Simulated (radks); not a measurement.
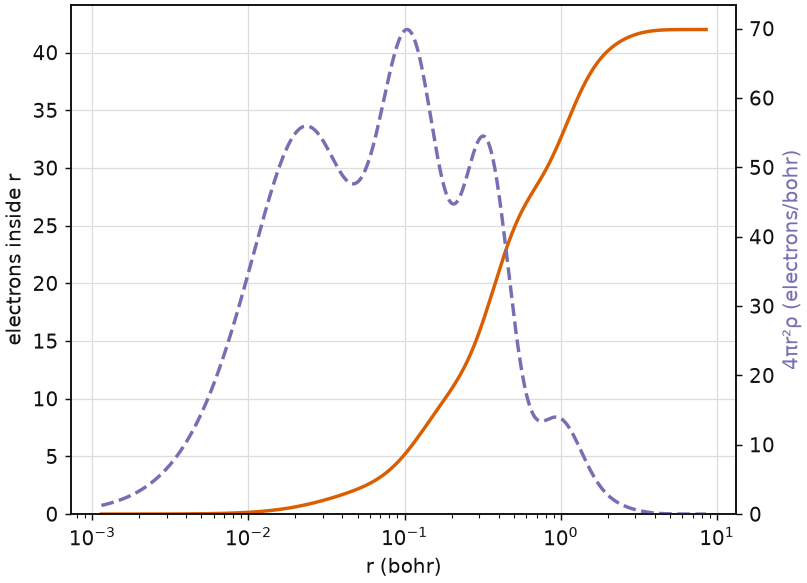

System: the Ru²⁺ ion, configuration [Kr] 4d5 5s1. Method: scalar-relativistic Kohn-Sham, PBE, spin-unpolarised, spherical densities, finite nucleus; computed with the in-house radial solver radks.

```
Z 44
configuration [Kr] 4d5 5s1
relativity scalar-relativistic
functional pbe,pbe
spin unpolarised
nucleus finite rms 4.4809 fm
c 137.035999084
```

The plot shows the number of electrons inside radius r (solid) and the radial density 4πr²ρ (dashed).

> Describe it and give its main numbers.

The count levels off at 42 electrons. Half of them lie within 0.401 bohr, 90 % within 1.49 bohr and 99 % within 3.04 bohr. The radial density has minima at 0.0468, 0.205 and 0.751 bohr, where the count stands at 2.0, 11.1 and 29.1; these part the shells that the density resolves.
